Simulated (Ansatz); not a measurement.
# Run report: Sn₄P₁₁, molecular dynamics (part 7 of 7)

Sn₄P₁₁ (disordered cell, 15 atoms in the cell); DFT PBE, scalar-relativistic, plane waves, PAW, no spin polarisation (Ansatz 0.2.0); cutoff 420 eV, 1×1×1 k-mesh, Fermi–Dirac smearing of 0.1861 eV. It belongs to a series of runs on one base structure; here: Langevin dynamics at 2160 K from the last frame before.

Geometry of the input (Å; fractional positions):
```
6.9110  -0.1477  0.0559
-0.1477  6.8279  -0.2761
0.0559  -0.2761  6.8173
Sn 0.9376  0.5860  0.0279
Sn 0.4034  0.0423  0.6012
Sn 0.8052  0.2009  0.5449
Sn 0.2250  0.3502  0.9069
P  0.3351  0.7472  0.2574
P  0.4836  0.5312  0.6953
P  0.1695  0.6401  0.5654
P  0.6189  0.4625  0.1588
P  0.9232  0.5335  0.3960
P  0.1198  0.9222  0.1353
P  0.5143  0.7923  0.9148
P  0.0970  0.0167  0.8497
P  0.4103  0.0872  0.2102
P  0.7618  0.1553  0.1947
P  0.7739  0.8121  0.3049
```

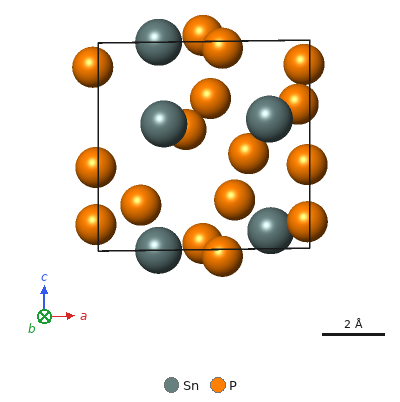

The geometry at step 236 of the log (spheres-only view of the cell of the calculation, along the b axis).

## Trajectory as extended XYZ, continued
```
15
Lattice="6.9110 -0.1477 0.0559 -0.1477 6.8279 -0.2761 0.0559 -0.2761 6.8173" Properties=species:S:1:pos:R:3:forces:R:3 step=226 time_fs=678.0 energy=-32404.38709 temperature=2383.4 pressure_GPa=5.65
Sn    5.7218    3.2748    0.5094    0.8083   1.0473  -0.6749
Sn    2.1883    1.0689    4.0034   -0.1880  -0.6268  -0.1967
Sn    5.6454    0.4598    4.4091   -1.3484   1.1271  -0.5563
Sn    1.9803    2.5971    6.8730   -0.0519   0.2702   0.1252
P     3.3750    5.3462    0.0407   -0.7247  -0.1397   0.9038
P     2.8624    3.8254    3.7687    0.1454   0.4796  -0.4441
P    -0.5912    3.7354    4.2441    1.3677  -0.2779   0.6194
P     4.2391    1.3237   -0.0717   -1.1473   0.4842  -0.4295
P     6.9091    1.8147    2.7149    0.7232   1.6324   0.1206
P    -0.2475    7.4946    0.5107    0.2717  -1.1011   0.2062
P     3.6577    5.6528    4.8029   -0.4125  -0.9638  -0.2025
P     0.0510   -0.7890    5.7658    1.4256  -1.9951   0.3124
P     1.4341   -0.7137    1.7625    0.2980  -0.1781   0.1177
P     4.5062    0.0734    1.6328    0.2496  -0.0777  -0.4724
P     4.8818    3.8934    2.8341   -1.4167   0.3193   0.5708
15
Lattice="6.9110 -0.1477 0.0559 -0.1477 6.8279 -0.2761 0.0559 -0.2761 6.8173" Properties=species:S:1:pos:R:3:forces:R:3 step=231 time_fs=693.0 energy=-32403.42475 temperature=1349.4 pressure_GPa=3.99
Sn    5.6215    3.2761    0.5127    0.2727   0.7116  -0.8644
Sn    2.1760    1.0764    4.0806   -0.3390  -0.8620  -0.5611
Sn    5.6554    0.4525    4.3188   -0.7630   0.0125   0.1520
Sn    1.9564    2.5931    6.7753    0.1012   0.5756   0.2777
P     3.3932    5.4535    0.0913   -1.3588  -0.8064  -0.0495
P     2.8302    3.7554    3.8652    0.3635   0.4624  -0.7821
P    -0.5412    3.7807    4.4922    0.1014   0.2244  -1.1564
P     4.0952    1.2671   -0.2528   -0.2025   0.7159   1.0281
P     6.7715    1.8673    2.6331    0.8894   2.3882   1.0771
P    -0.2746    7.7263    0.4647    0.1241  -1.6002   0.6941
P     3.6322    5.6446    4.7436   -0.2646  -0.8786   0.1376
P    -0.0340   -0.7664    5.9794    0.6748  -2.0759  -1.2831
P     1.4304   -0.6521    1.6885    0.2270  -0.2276  -0.1795
P     4.4537    0.0747    1.6497    0.3605   1.2940  -0.8238
P     4.8531    4.0685    2.8384   -0.1869   0.0660   2.3334
15
Lattice="6.9110 -0.1477 0.0559 -0.1477 6.8279 -0.2761 0.0559 -0.2761 6.8173" Properties=species:S:1:pos:R:3:forces:R:3 step=236 time_fs=708.0 energy=-32403.61358 temperature=1746.9 pressure_GPa=4.65
Sn    5.5712    3.2858    0.4976    0.3343   0.9603  -0.2397
Sn    2.1488    1.0822    4.1024   -0.4491  -0.4993  -0.6831
Sn    5.6165    0.4082    4.2662   -0.1398   0.2089   0.0187
Sn    1.9668    2.5957    6.7137   -0.1054   0.6628   0.4131
P     3.2994    5.5834    0.0006   -1.2017  -0.9441   1.1703
P     2.8113    3.8863    3.8004    0.1097   0.1570  -0.5310
P    -0.4230    3.9098    4.5541   -0.2000   0.1222  -0.9049
P     4.0250    1.3597   -0.2517    0.0502   0.3228   0.9436
P     6.8060    1.9443    2.7073    0.7188   2.5608   1.4163
P    -0.2404    7.8685    0.5483    0.1313  -1.6480  -0.4078
P     3.5796    5.7468    4.7337   -0.4320  -1.0571  -0.6161
P    -0.1219   -0.7483    6.0453    0.5758  -1.5912  -0.6164
P     1.4143   -0.5996    1.5183    0.1969  -0.4933  -0.1108
P     4.4683    0.0936    1.6396    0.2664   1.2834  -1.0412
P     4.8485    4.2022    2.9852    0.1448  -0.0457   1.1896
15
Lattice="6.9110 -0.1477 0.0559 -0.1477 6.8279 -0.2761 0.0559 -0.2761 6.8173" Properties=species:S:1:pos:R:3:forces:R:3 step=241 time_fs=723.0 energy=-32404.11271 temperature=1896.7 pressure_GPa=5.02
Sn    5.5643    3.2947    0.4620    1.0182   1.2586  -0.1101
Sn    2.1411    1.1190    4.0978   -0.6504  -0.5247  -0.4863
Sn    5.5592    0.2927    4.2155    0.1545   1.1328  -1.1136
Sn    2.0128    2.6176    6.7242   -0.5257   0.5416   0.3786
P     3.1862    5.6150   -0.0713   -0.5968  -0.2948   2.6494
P     2.6558    3.9613    3.8085    0.1614  -0.7352  -1.2984
P    -0.3885    3.9267    4.4822    0.1173   0.4617  -0.3569
P     4.0790    1.3944   -0.2755   -0.3699   0.4078  -0.0596
P     6.8903    2.1883    2.7371    0.1987   1.0124   1.0776
P    -0.0495    7.8562    0.6793   -0.4447  -0.8579  -1.4858
P     3.4262    5.6717    4.6938    0.2898   0.1365  -0.6071
P    -0.1120   -0.7089    5.9418    1.2066  -1.2019   0.6481
P     1.4118   -0.6470    1.4122    0.2345  -0.9770   0.5983
P     4.5472    0.2929    1.5169   -0.0738  -0.3031  -0.6823
P     4.9110    4.3352    2.9920   -0.7195  -0.0568   0.8480
```

## Results in brief

```tsv
quantity	value
outcome	finished
mean temperature over the second half	2221 K
trajectory	241 steps, 723 fs
ensemble	nvt_langevin
temperature in the input	2160.0 K
time step	3.0 fs
electrons treated	111
potential energy (free energy of the electrons) (last step)	−32404.1127 eV
Fermi energy (last step)	8.329 eV
pressure (without the kinetic term) (last step)	3.80 GPa
largest force (length of the vector) (last step)	2.732 eV/Å
hardware	2 threads of Arm Neoverse V1, 24 GiB of memory available, shared host
wall time	5.4 min (CPU time 10 min)
peak memory	0.45 GiB
```

## Notes

The k-point mesh is coarse (a preliminary or cheap run), so energies and forces are approximate. Warnings of the run: the SCF threshold is loose for the printed forces; the SCF threshold is looser than advised for the printed stress.
